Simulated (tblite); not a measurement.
**Run report: C$_{4}$H$_{13}$BSi$_{2}$, geometry relaxation (part 2 of 2)**

C$_{4}$H$_{13}$BSi$_{2}$, SMILES CB(C)[SiH]1C[SiH2]C1; GFN2-xTB geometry optimisation, gas phase (tblite 0.8.0). It belongs to a series of runs on one base structure; here: H on Si replaced by BMe2.

Geometry of the input (Å):
```
C  1.2470  1.0404  1.2664
B  1.1328  -0.3696  0.5349
C  2.5397  -0.9011  -0.0599
Si -0.4125  -0.9636  -0.4395
C  -1.0096  0.4188  -1.5337
Si -2.0732  0.9442  -0.1126
C  -2.0535  -0.8572  0.3957
H  0.7253  1.0776  2.2471
H  0.9346  1.8511  0.5812
H  2.3184  1.2577  1.5022
H  2.4922  -0.8985  -1.1759
H  2.6466  -1.9249  0.2830
H  3.3525  -0.2195  0.2668
H  -0.2478  -2.2556  -1.1353
H  -0.2017  1.0810  -1.8474
H  -1.6583  0.0094  -2.3510
H  -1.4465  1.7975  0.9075
H  -3.3678  1.4230  -0.6440
H  -2.1002  -1.0562  1.4792
H  -2.8232  -1.4439  -0.1678
```

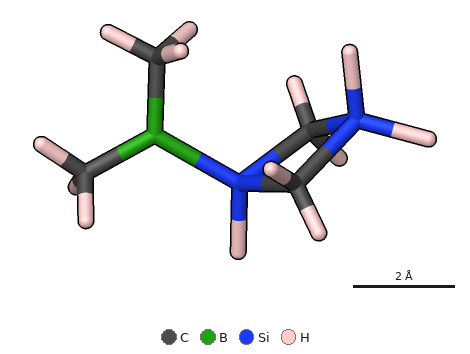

The geometry at step 75 of the log (stick view, seen at a tilt).

## Trajectory as extended XYZ, continued
```
20
Properties=species:S:1:pos:R:3:forces:R:3 step=56 energy=-539.14858
C     1.3065    0.8676    1.3079    0.0100   0.0050   0.0070
B     1.3414   -0.3378    0.2945    0.0060   0.0070   0.0070
C     2.7154   -1.0075   -0.0858    0.0010  -0.0020   0.0040
Si   -0.3451   -0.8791   -0.5368   -0.0060   0.0070  -0.0040
C    -1.0728    0.5775   -1.5906   -0.0280   0.0210  -0.0010
Si   -2.4286    0.9320   -0.2899   -0.0020  -0.0010   0.0060
C    -1.9060   -0.6790    0.5932    0.0110  -0.0050  -0.0020
H     0.5394    0.7423    2.0718    0.0030   0.0040  -0.0110
H     1.0225    1.7709    0.7645    0.0000   0.0000   0.0120
H     2.2481    1.0791    1.8119    0.0110  -0.0080  -0.0010
H     2.8389   -1.0935   -1.1653   -0.0100  -0.0080   0.0040
H     2.7384   -2.0323    0.2885   -0.0090  -0.0040  -0.0040
H     3.5939   -0.5020    0.3117    0.0030  -0.0010  -0.0030
H    -0.4407   -2.1435   -1.3038    0.0090   0.0100   0.0190
H    -0.3915    1.4004   -1.7939    0.0000  -0.0080  -0.0100
H    -1.4713    0.2609   -2.5505    0.0010  -0.0030   0.0010
H    -2.1486    2.1314    0.5103   -0.0180   0.0010  -0.0170
H    -3.8071    0.9878   -0.7843    0.0090   0.0030  -0.0030
H    -1.7090   -0.5811    1.6580   -0.0040  -0.0230   0.0010
H    -2.6289   -1.4833    0.4856    0.0130   0.0060  -0.0060
20
Properties=species:S:1:pos:R:3:forces:R:3 step=66 energy=-539.15081
C     1.3253    0.8702    1.3231    0.0130   0.0080   0.0160
B     1.3500   -0.3200    0.2922    0.0060   0.0080   0.0130
C     2.7088   -1.0198   -0.0858   -0.0010   0.0050   0.0090
Si   -0.3358   -0.8474   -0.5449    0.0050  -0.0340  -0.0240
C    -1.0903    0.5885   -1.6046   -0.0350   0.0340   0.0050
Si   -2.4499    0.9214   -0.3010    0.0090   0.0170   0.0060
C    -1.8893   -0.6696    0.5952    0.0020  -0.0160  -0.0030
H     0.5535    0.7374    2.0812    0.0020   0.0020  -0.0090
H     1.0519    1.7878    0.7984    0.0080  -0.0070   0.0070
H     2.2663    1.0600    1.8367    0.0160   0.0030  -0.0070
H     2.8232   -1.1161   -1.1656    0.0150  -0.0110   0.0160
H     2.7068   -2.0421    0.2965   -0.0080   0.0000  -0.0110
H     3.6007   -0.5345    0.3071    0.0020   0.0040  -0.0120
H    -0.4213   -2.1227   -1.2931    0.0070  -0.0020  -0.0120
H    -0.4242    1.4237   -1.8075    0.0050  -0.0040  -0.0040
H    -1.4832    0.2678   -2.5658    0.0070  -0.0200   0.0200
H    -2.1970    2.1380    0.4814   -0.0130  -0.0030  -0.0030
H    -3.8256    0.9479   -0.8034   -0.0090  -0.0110   0.0050
H    -1.6811   -0.5690    1.6573   -0.0210   0.0250   0.0090
H    -2.5940   -1.4908    0.4994   -0.0110   0.0030  -0.0200
20
Properties=species:S:1:pos:R:3:forces:R:3 step=75 energy=-539.15250
C     1.3483    0.8763    1.3359    0.0050   0.0060   0.0080
B     1.3568   -0.3045    0.2940    0.0080   0.0020   0.0040
C     2.7033   -1.0266   -0.0845   -0.0030   0.0060  -0.0030
Si   -0.3279   -0.8290   -0.5478    0.0100  -0.0410  -0.0060
C    -1.1014    0.5947   -1.6081   -0.0360   0.0280  -0.0080
Si   -2.4655    0.9181   -0.3064    0.0110   0.0340  -0.0030
C    -1.8857   -0.6662    0.5885   -0.0160  -0.0080   0.0060
H     0.5758    0.7425    2.0931    0.0120  -0.0020   0.0030
H     1.0832    1.8038    0.8253    0.0070  -0.0020  -0.0100
H     2.2934    1.0496    1.8481    0.0020  -0.0030  -0.0030
H     2.8142   -1.1362   -1.1632    0.0090  -0.0010   0.0040
H     2.6770   -2.0464    0.3043    0.0210   0.0090   0.0060
H     3.6057   -0.5548    0.3010   -0.0050  -0.0160   0.0020
H    -0.3934   -2.1078   -1.2979   -0.0030   0.0330   0.0100
H    -0.4468    1.4352   -1.8255   -0.0010  -0.0040  -0.0030
H    -1.4956    0.2542   -2.5617    0.0060   0.0020  -0.0020
H    -2.2342    2.1443    0.4712   -0.0100  -0.0370  -0.0180
H    -3.8432    0.9190   -0.8063    0.0010  -0.0030   0.0020
H    -1.6890   -0.5607    1.6523   -0.0040  -0.0050   0.0080
H    -2.5803   -1.4950    0.4846   -0.0140   0.0010   0.0020
20
Properties=species:S:1:pos:R:3:forces:R:3 step=85 energy=-539.15347
C     1.3714    0.8748    1.3436   -0.0010   0.0000  -0.0010
B     1.3646   -0.2985    0.2936    0.0040  -0.0080   0.0000
C     2.7051   -1.0343   -0.0818    0.0000   0.0010   0.0050
Si   -0.3269   -0.8088   -0.5478    0.0240  -0.0150  -0.0040
C    -1.1163    0.6044   -1.6135    0.0000   0.0010  -0.0020
Si   -2.4866    0.9123   -0.3164    0.0050   0.0310   0.0050
C    -1.8874   -0.6591    0.5882   -0.0030  -0.0080   0.0000
H     0.5998    0.7420    2.1013   -0.0030   0.0080   0.0090
H     1.1155    1.8078    0.8386    0.0000   0.0070  -0.0020
H     2.3188    1.0347    1.8557    0.0080  -0.0040  -0.0070
H     2.8194   -1.1531   -1.1590    0.0040  -0.0010   0.0090
H     2.6725   -2.0499    0.3167   -0.0010  -0.0070  -0.0010
H     3.6103   -0.5694    0.3053    0.0010   0.0060  -0.0090
H    -0.3846   -2.0817   -1.3065   -0.0090   0.0050   0.0090
H    -0.4713    1.4512   -1.8347   -0.0050   0.0050   0.0080
H    -1.5013    0.2525   -2.5665   -0.0050   0.0050  -0.0030
H    -2.2752    2.1430    0.4569   -0.0070  -0.0140  -0.0090
H    -3.8640    0.8850   -0.8145   -0.0070   0.0030  -0.0050
H    -1.6944   -0.5481    1.6524   -0.0010  -0.0020  -0.0070
H    -2.5746   -1.4941    0.4854   -0.0040  -0.0130   0.0040
20
Properties=species:S:1:pos:R:3:forces:R:3 step=94 energy=-539.15383
C     1.3797    0.8754    1.3438    0.0000  -0.0030  -0.0020
B     1.3658   -0.3006    0.2963    0.0000   0.0000  -0.0090
C     2.7068   -1.0370   -0.0779   -0.0010   0.0000  -0.0020
Si   -0.3270   -0.8058   -0.5475    0.0040   0.0020  -0.0010
C    -1.1200    0.6073   -1.6127    0.0040   0.0000   0.0020
Si   -2.4950    0.9102   -0.3197    0.0020   0.0060   0.0060
C    -1.8914   -0.6606    0.5846    0.0000  -0.0050   0.0040
H     0.6113    0.7498    2.1062   -0.0010   0.0010   0.0020
H     1.1272    1.8094    0.8387    0.0040   0.0000  -0.0030
H     2.3313    1.0292    1.8501    0.0000   0.0050   0.0000
H     2.8218   -1.1582   -1.1546   -0.0040  -0.0010  -0.0020
H     2.6783   -2.0520    0.3224   -0.0040   0.0000   0.0040
H     3.6113   -0.5678    0.3059    0.0000   0.0010   0.0000
H    -0.3901   -2.0779   -1.3062    0.0010  -0.0010   0.0010
H    -0.4796    1.4584   -1.8307    0.0040   0.0000   0.0040
H    -1.5020    0.2557   -2.5672    0.0010   0.0040  -0.0020
H    -2.2880    2.1400    0.4552   -0.0060  -0.0070  -0.0020
H    -3.8718    0.8832   -0.8210    0.0020  -0.0020  -0.0020
H    -1.7003   -0.5481    1.6489    0.0000   0.0020   0.0010
H    -2.5735   -1.5000    0.4826   -0.0070  -0.0040  -0.0010
```

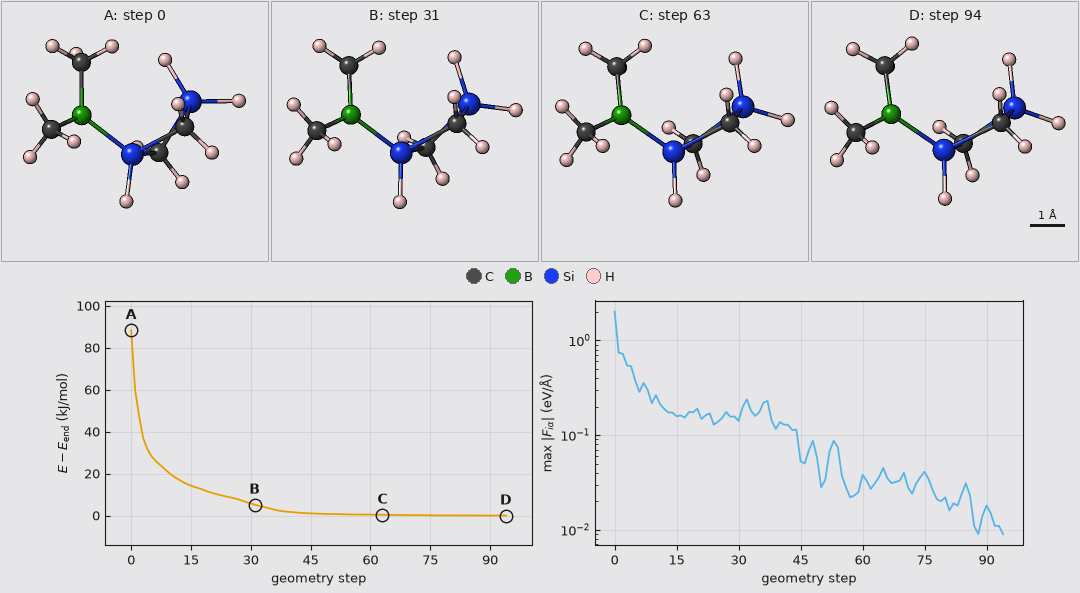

Frames of the relaxation (ball-and-stick view, seen at a tilt) above the curves, on which the letters mark them (steps are counted from 0).

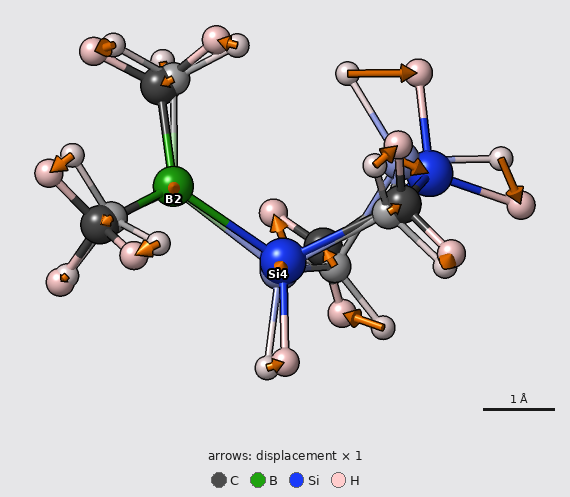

Start (faint) and end (solid) with the displacements as orange arrows, at true length (ball-and-stick view, seen at a tilt). The two geometries are laid on each other by the best rigid fit. After 94 geometry steps the energy has fallen by 88.4 kJ/mol. Largest force component: 2 eV/Å at the start, 0.009 eV/Å at the end. The largest move after the best rigid fit is that of H17, 1.02 Å. Largest moves by element: H 1.02 Å, Si 0.47 Å, B 0.34 Å, C 0.32 Å. Among the contacts that change: Si4–C7 1.844 → 1.937 Å, Si4–C5 1.861 → 1.939 Å, C5–Si6 1.851 → 1.912 Å, B2–C3 1.617 → 1.575 Å. Among the angles that change: H15–C5–H16 116.1° → 106.5°, H8–C1–H9 112.9° → 105.0°, C5–Si6–H18 108.6° → 116.2°. (Atoms are counted from 1 in the order of the input.)

## Results in brief

```tsv
quantity	value
outcome	converged
total energy	−539.1538 eV
wall time	0.65 s
peak memory	0.18 GiB
```
